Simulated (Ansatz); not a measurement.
**BBrH4OSi: rigid scan of one bond length**

How does the energy of BBrH4OSi change as one bond is stretched? Aim: a rigid scan of one bond length, for BBrH4OSi, run from a script. SMILES: BO[SiH2]Br.

Computed with Ansatz 0.2.0 through its Python package. Level of theory: PBE+D3(BJ)/def2-SVP.

### 1 Starting point

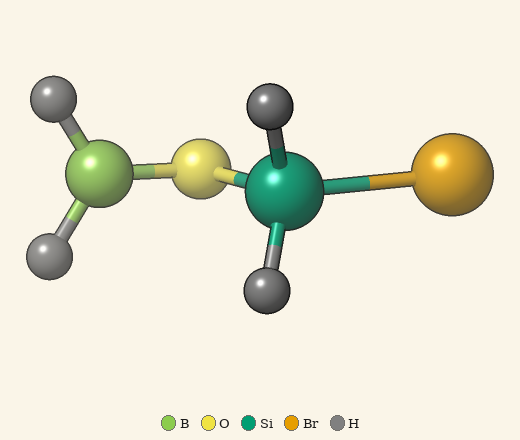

The structure that the script starts from, seen from a chosen angle (boron green, oxygen yellow, silicon teal, bromine amber, hydrogen grey).

The script holds or builds the structure itself.

### 2 Script

The input, run_scan.py:

```python
import ansatz
from ase import Atoms
import numpy as np

BASIS = 'def2-SVP'
FUNCTIONAL = 'pbe'
VDW = 'd3bj'

atoms = Atoms(['B', 'O', 'Si', 'Br', 'H', 'H', 'H', 'H'], positions=[
    (-0.3903, 1.4044, -0.1461),
    (-0.2456, 0.2642, -0.9958),
    (0.2428, -0.9722, 0.064),
    (0.6927, -2.8591, -1.097),
    (0.448, 2.2097, -0.0169),
    (-1.5007, 1.6891, 0.3094),
    (1.563, -0.5839, 0.736),
    (-0.7177, -1.2093, 1.0906),
])
molecule = ansatz.Crystal.molecule_from_ase(atoms)

symbols = [site.symbol for site in molecule.cartesian_sites]
start = np.array([site.position_ang for site in molecule.cartesian_sites])
axis = (start[4] - start[0]) / np.linalg.norm(start[4] - start[0])
moving = [4]
lengths, energies = [1.029, 1.076, 1.123, 1.17, 1.216, 1.263, 1.31, 1.38], []
for length in lengths:
    xyz = start.copy()
    xyz[moving] += (length - np.linalg.norm(start[4] - start[0])) * axis
    point = ansatz.Crystal.molecule()
    for symbol, place in zip(symbols, xyz):
        point = point.atom(symbol, place.tolist())
    model = (
        point.calculation()
        .basis(gaussian=BASIS)
        .functional(FUNCTIONAL, dispersion=VDW)
    )
    data = model.run(threads=1, pin='off').report
    energies.append(data['free_energy_ev'])
    print(f'r = {length:6.3f} A  E = {energies[-1]:.5f} eV  <S^2> = {abs(data["mean_field"]["state"]["spin_squared"]):.3f}')

fit = np.polynomial.Polynomial.fit(lengths, np.array(energies) - min(energies), 4).convert()
roots = [r.real for r in fit.deriv().roots() if abs(r.imag) < 1e-9 and fit.deriv(2)(r.real) > 0]
r_e = min(roots, key=lambda r: abs(r - lengths[int(np.argmin(energies))]))
print(f'minimum of the fit at {r_e:.4f} A, force constant {fit.deriv(2)(r_e):.2f} eV/A^2')
```

### 3 What the engine is handed

The package turns the script's settings into the engine's input (first run):

```yaml
crystal:
  periodic: [false, false, false]
  atoms:
    - { symbol: B, position_ang: [-0.3903, 1.4044, -0.1461] }
    - { symbol: O, position_ang: [-0.2456, 0.2642, -0.9958] }
    - { symbol: Si, position_ang: [0.2428, -0.9722, 0.064] }
    - { symbol: Br, position_ang: [0.6927, -2.8591, -1.097] }
    - { symbol: H, position_ang: [0.34723070703064607, 2.1128975287746385, -0.03243070816132712] }
    - { symbol: H, position_ang: [-1.5007, 1.6891, 0.3094] }
    - { symbol: H, position_ang: [1.563, -0.5839, 0.736] }
    - { symbol: H, position_ang: [-0.7177, -1.2093, 1.0906] }
basis:
  gaussian:
    orbitals: def2-SVP
hamiltonian:
  xc: pbe
  dispersion: d3bj
```

### 4 Launch

On the command line:

```
$ python run_scan.py
```

Output:

```text
r =  1.029 A  E = -80682.80232 eV  <S^2> = 0.000
r =  1.076 A  E = -80683.06877 eV  <S^2> = 0.000
r =  1.123 A  E = -80683.23826 eV  <S^2> = 0.000
r =  1.170 A  E = -80683.33010 eV  <S^2> = 0.000
r =  1.216 A  E = -80683.35977 eV  <S^2> = 0.000
r =  1.263 A  E = -80683.34107 eV  <S^2> = 0.000
r =  1.310 A  E = -80683.28321 eV  <S^2> = 0.000
r =  1.380 A  E = -80683.14278 eV  <S^2> = 0.000
minimum of the fit at 1.2198 A, force constant 21.84 eV/A^2
```

Wall time 19 s (1 thread of Arm Neoverse V1, shared host); peak memory 0.2 GiB.

### 5 Inputs of later runs

The engine's inputs for some of the other runs:

Run 2, against run 1:

```diff
@@ -8 +8 @@
-    - { symbol: H, position_ang: [0.34723070703064607, 2.1128975287746385, -0.03243070816132712] }
+    - { symbol: H, position_ang: [0.3809177266909381, 2.1452584460267357, -0.027238816308637476] }
```

Run 7, against run 1:

```diff
@@ -8 +8 @@
-    - { symbol: H, position_ang: [0.34723070703064607, 2.1128975287746385, -0.03243070816132712] }
+    - { symbol: H, position_ang: [0.5486360798932425, 2.306374502132922, -0.0013898228292891224] }
```

Run 8, against run 1:

```diff
@@ -8 +8 @@
-    - { symbol: H, position_ang: [0.34723070703064607, 2.1128975287746385, -0.03243070816132712] }
+    - { symbol: H, position_ang: [0.5988082368341027, 2.3545716129339174, 0.006342782057695413] }
```

### 6 The runs side by side

From the records of these 8 runs:

```csv
run,distance (Å),energy from run 5 (eV),SCF cycles,CPU time (s)
1,1.03,0.5574,17,2.3
2,1.08,0.2910,17,2.3
3,1.12,0.1215,17,2.2
4,1.17,0.0297,17,2.2
5,1.22,0.0000,17,2.3
6,1.26,0.0187,17,2.3
7,1.31,0.0766,17,2.3
8,1.38,0.2170,16,2.1
```

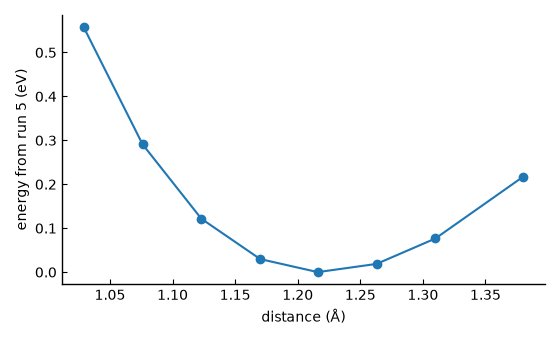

Energy against distance; lines join the points.

### 7 Results

| quantity | value |
| --- | --- |
| bond length at the fit's minimum | 1.2198 Å |
| runs compared | 8 |
| range of energy | 0.557 eV |
| lowest point, distance (Å) | 1.22 |

**Reading.** The curve has its lowest point inside the range, at 1.22. The ends stand 0.557 and 0.217 eV above it. The distance scanned is the script's pair 0, 4. Reading the output:
- The rest of the molecule is held rigid at a force-field or estimated start geometry, and the basis set is modest; single-reference methods fail as a bond breaks.
- The orbitals are restricted, so S² is zero by construction.
